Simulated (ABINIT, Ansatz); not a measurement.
# SrTiO3 (Tausonite): G0W0 with ABINIT, start to end, part 2 of 2

How does a plane-wave GW calculation on SrTiO3 (Tausonite) run from the first input to the gap?

ABINIT 10.8.3; PBE and many-body steps on it, plane waves. Known limits of the many-body steps: not at the basis limit; no spin-orbit coupling; coarse k mesh.

So far. Step 3 (Empty states on the mesh, 4×4×4 mesh, 143 bands): On this mesh the gap is 1.908 eV. Step 4 (Screening, 4×4×4 mesh, 135 bands, screening to 149.7 eV): Local fields lower ε∞ by 5 %. On a Γ-centred mesh this coarse the value itself is usually too large, while a short band sum pulls it down.

**5. Self-energy, 4×4×4 mesh, 135 bands, screening to 149.7 eV**

The self-energy is evaluated for the states that the input lists, and the levels follow from it, in one-shot runs by the linearised quasiparticle equation.

This step: G0W0 on PBE, plane waves, norm-conserving pseudopotentials.

run.abi reads:

```
acell 3*1.0 Angstrom
rprim 
  3.905280000000 0.000000000000 0.000000000000
  0.000000000000 3.905280000000 0.000000000000
  0.000000000000 0.000000000000 3.905280000000
ntypat 3
znucl 38 22 8
natom 5
typat 1 2 3 3 3
xred 
  0.500000000000 0.500000000000 0.500000000000
  0.000000000000 0.000000000000 0.000000000000
  0.500000000000 0.000000000000 0.000000000000
  0.000000000000 0.500000000000 0.000000000000
  0.000000000000 0.000000000000 0.500000000000
pp_dirpath "pseudos"
pseudos "Sr.upf, Ti.upf, O.upf"
ecut 38
ngkpt 4 4 4
nshiftk 1
shiftk 0 0 0
kptopt 1
chksymbreak 0
istwfk *1
occopt 1
irdwfk 1
optdriver 4
nband 135
gwcalctyp 0
ecutsigx 38
symsigma 1
nkptgw 2
kptgw 
  0.5000000000 0.5000000000 0.5000000000
  0.0000000000 0.0000000000 0.0000000000
bdgw 
  18 23
  18 23
ecuteps 5.5
irdscr 1
ppmodel 1
indata_prefix "in"
outdata_prefix "out"
tmpdata_prefix "tmp"
```

Launch:

```
> OMP_NUM_THREADS=1 mpirun -n 8 abinit run.abi > log
```

Numbers of over 12 decimals in the logs are rounded to 6 here.

The program printed:

```text
.Version 10.8.3 of ABINIT. v10.8.2 released Aug 2026.

 Symmetries : space group Pm -3 m (#221); Bravais cP (primitive cubic)
[... echo of the input left out ...]
== DATASET  1 ==================================================================
-   mpi_nproc: 8, omp_nthreads: 1 (-1 if OMP is not activated)

--- !DatasetInfo
iteration_state: {dtset: 1, }
dimensions: {natom: 5, nkpt: 10, mband: 135, nsppol: 1, nspinor: 1, nspden: 1, mpw: 4632, }
cutoff_energies: {ecut:  38.0, pawecutdg:  -1.0, }
electrons: {nelect:   4.00000000E+01, charge:   0.00000000E+00, occopt:   1.00000000E+00, tsmear:   1.00000000E-02, }

 SIGMA: Calculation of the GW corrections

 Based on a program developped by R.W. Godby, V. Olevano, G. Onida, and L. Reining.
 Incorporated in ABINIT by V. Olevano, G.-M. Rignanese, and M. Torrent.
.Using double precision arithmetic ; gwpc =  8

[... cell and pseudopotentials left out ...]
--------------------------------------------------------------------------------

 ==== K-mesh for the wavefunctions ====
 Number of points in the irreducible wedge :    10
[... list of points left out ...]
 Together with 48 symmetry operations and time-reversal symmetry
 yields    64 points in the full Brillouin Zone.

 ==== Q-mesh for screening function ====
 Number of points in the irreducible wedge :    10
[... list of points left out ...]
 Together with 48 symmetry operations and time-reversal symmetry
 yields    64 points in the full Brillouin Zone.

 vcoul_init : cutoff-mode = AUXILIARY_FUNCTION
 q-points for optical limit:   1
     1)      0.000010    0.000020    0.000030
 setmesh: FFT mesh size selected  =    45x   45x   45
          total number of points  =        91125

 Number of electrons calculated from density =   40.0000; Expected =   40.0000
 average of density, n =  0.099519
 r_s =    1.3387
 omega_plasma =   30.4305 [eV]

 === KS Band Gaps ===
  >>>> For spin  1
   Minimum direct gap =   2.2628 [eV], located at k-point      :   0.0000  0.0000  0.0000
   Fundamental gap    =   1.9077 [eV], Top of valence bands at :   0.5000  0.5000  0.5000
                                       Bottom of conduction at :   0.0000  0.0000  0.0000
 SIGMA fundamental parameters:
 PLASMON POLE MODEL  1
 number of plane-waves for SigmaX                 4457
 number of plane-waves for SigmaC and W            251
 number of plane-waves for wavefunctions          4457
 number of bands                                   135
 number of independent spin polarizations            1
 number of spinorial components                      1
 number of k-points in IBZ                          10
 number of q-points in IBZ                          10
 number of symmetry operations                      48
 number of k-points in BZ                           64
 number of q-points in BZ                           64
 number of frequencies for dSigma/dE                 9
 frequency step for dSigma/dE [eV]                0.25
 number of omega for Sigma on real axis              0
 max omega for Sigma on real axis  [eV]           0.00
 zcut for avoiding poles [eV]                     0.10

 EPSILON^-1 parameters (SCR file):
 dimension of the eps^-1 matrix on file            251
 dimension of the eps^-1 matrix used               251
 number of plane-waves for wavefunctions          4457
 number of bands                                   135
 number of q-points in IBZ                          10
 number of frequencies                               2
 number of real frequencies                          1
 number of imag frequencies                          1

 matrix elements of self-energy operator (all in [eV])

 Perturbative Calculation

--- !SelfEnergy_ee
iteration_state: {dtset: 1, }
kpoint     : [   0.500,    0.500,    0.500, ]
spin       : 1
KS_gap     :    4.517
QP_gap     :    6.412
Delta_QP_KS:    1.895
data: !SigmaeeData |
     Band     E0 <VxcDFT>   SigX SigC(E0)      Z dSigC/dE  Sig(E)    E-E0       E
       18   6.925 -20.195 -25.189   4.928   0.769  -0.300 -20.245  -0.051   6.875
       19   6.925 -20.195 -25.189   4.928   0.769  -0.300 -20.245  -0.051   6.875
       20   6.925 -20.195 -25.189   4.928   0.769  -0.300 -20.245  -0.051   6.875
       21  11.442 -21.983 -12.959  -6.518   0.736  -0.359 -20.139   1.845  13.286
       22  11.442 -21.983 -12.959  -6.518   0.736  -0.359 -20.139   1.845  13.286
       23  11.442 -21.983 -12.959  -6.518   0.736  -0.359 -20.139   1.845  13.286

--- !SelfEnergy_ee
iteration_state: {dtset: 1, }
kpoint     : [   0.000,    0.000,    0.000, ]
spin       : 1
KS_gap     :    2.263
QP_gap     :    3.848
Delta_QP_KS:    1.585
data: !SigmaeeData |
     Band     E0 <VxcDFT>   SigX SigC(E0)      Z dSigC/dE  Sig(E)    E-E0       E
       18   6.570 -20.542 -25.366   4.744   0.774  -0.292 -20.604  -0.062   6.508
       19   6.570 -20.542 -25.366   4.744   0.774  -0.292 -20.604  -0.062   6.508
       20   6.570 -20.542 -25.366   4.744   0.774  -0.292 -20.604  -0.062   6.508
       21   8.833 -18.883 -11.450  -5.484   0.781  -0.280 -17.360   1.523  10.356
       22   8.833 -18.883 -11.450  -5.484   0.781  -0.280 -17.360   1.523  10.356
       23   8.833 -18.883 -11.450  -5.484   0.781  -0.280 -17.360   1.523  10.356

== END DATASET(S) ==============================================================
================================================================================

 -outvars: echo values of variables after computation  --------
           etotal      0.0000000000E+00
            nband         135
             nkpt          10
          spgroup         221
 [... the other variables as echoed above ...]

 Calculation completed.
```

Run time: 10 s. Hardware: 8 MPI ranks of Arm Neoverse V1, shared host; peak memory 1.6 GiB; 83 s of CPU time.

This step gave:

- G0W0 gap on the points computed: 3.481 eV
- starting gap on the mesh: 1.908 eV
- k of the valence top: 0.5, 0.5, 0.5
- k of the conduction bottom: 0, 0, 0
- Z at the valence top: 0.769
- Z at the conduction bottom: 0.781
- least direct G0W0 gap on the computed points: 3.848 eV

The gap on the mesh goes from 1.91 eV to 3.48 eV, a correction of +1.57 eV.

Limits: finite bands, cutoff and mesh; no spin-orbit coupling; coarse k mesh. v1 is the top filled band, c1 the lowest empty one. Levels before and after the correction, in eV, zero at the valence-band top of each column:

```tsv
	conduction bottom	valence top
Kohn-Sham	1.91	0.00
G0W0	3.48	0.00
```

```tsv
	level	energy (eV)
Kohn-Sham	(0.5 0.5 0.5) v3-v1	0.000
Kohn-Sham	(0.5 0.5 0.5) c1-c3	4.517
Kohn-Sham	Γ v3-v1	-0.355
Kohn-Sham	Γ c1-c3	1.908
G0W0	(0.5 0.5 0.5) v3-v1	0.000
G0W0	(0.5 0.5 0.5) c1-c3	6.411
G0W0	Γ v3-v1	-0.367
G0W0	Γ c1-c3	3.481
```

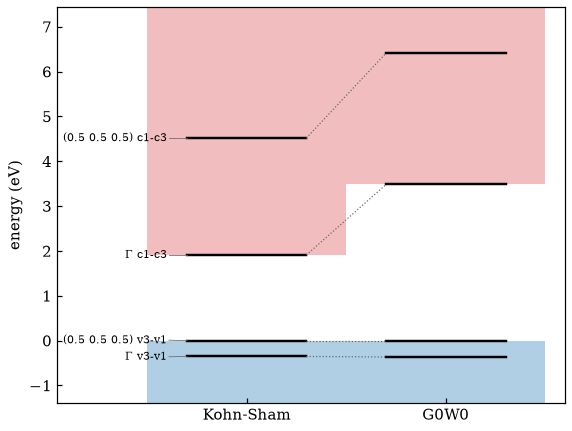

Levels before and after the correction. Shaded: valence and conduction bands.

**6. Where the time went**

Times are wall times on 8 MPI ranks of Arm Neoverse V1, shared host, good to a factor of about two.

```tsv
step	time	share	memory (GiB)
ground state	24 s	12 %	0.63
empty states on the mesh	2.1 min	61 %	9.1
screening	45 s	22 %	1.9
self-energy	10 s	5 %	1.6
```

**7. Summary of results**

```
PBE gap              : 1.91 eV, indirect
G0W0 gap on the mesh : 3.48 eV
GW settings          : 4×4×4 mesh, 135 bands, screening to 149.7 eV, Godby-Needs plasmon pole
known limits         : not at the basis limit; no spin-orbit coupling; coarse k mesh
```

**Reading.** G0W0 moves the gap on the mesh from 1.91 eV to 3.48 eV (+1.57 eV), with Z of 0.77 and 0.78 at the edges. Local fields lower the RPA ε∞ on this mesh from 6.77 to 6.40; a Γ-centred mesh this coarse tends to raise both, most where the direct gap is narrow, while a short band sum lowers them. Only 2 of the mesh's irreducible points were corrected, so a valley elsewhere could overtake. The dearest step here is «empty states on the mesh». Against experiment, by G0W0@PBE: the direct gap of 3.85 eV lies +0.08 eV from the measured 3.77 eV (direct, 300 K, 2013). An exciton line or allowed optical edge lies below the quasiparticle gap by the binding energy; a forbidden edge can push the onset above it. The calculation has static nuclei and no excitons; a measured gap holds zero-point and thermal motion, which mostly lowers it. Bands and cutoff are finite, so the gap is not at the basis limit. The miss can reach some tenths of an eV and take either sign; the mesh is an error of its own. In the G0W0 run levels were corrected at 2 k points alone, so a gap called «on the mesh» is the least over those, and an edge elsewhere would be missed. The 4×4×4 mesh is coarse for this cell, which bears on the long-range parts of exchange and screening. This is the ideal cubic cell; many perovskites, halides above all, are cubic only on average, and local tilts or off-centring can widen the gap. The many-body steps are scalar-relativistic: spin-orbit coupling is not in them.

[Paths, hosts, dates, memory and timing lines, banners, echoed tables and standing remarks are left out of the program output.]

[Logs are printed without paths, hosts, clocks, repeated set-up lines and the standing remarks that a program may print on its own settings, such as how far it seeks lower states.]

[Runs of the session that timed out or met a known fault of the program may be left out.]

[Hosts, paths, dates, database ids (printed as entryN), source tags and the programs' standing remarks are cut or masked in the printed files.]

[G0W0 gaps are taken among the corrected bands and points alone; a level outside them can change the order at an edge.]

[Where Ansatz stands beside ABINIT at settings called matched, ABINIT's density can come from a denser mesh and the files from another edition; pairs whose starting gaps differed by over 0.03 eV were left out, so agreement reads better than it is.]
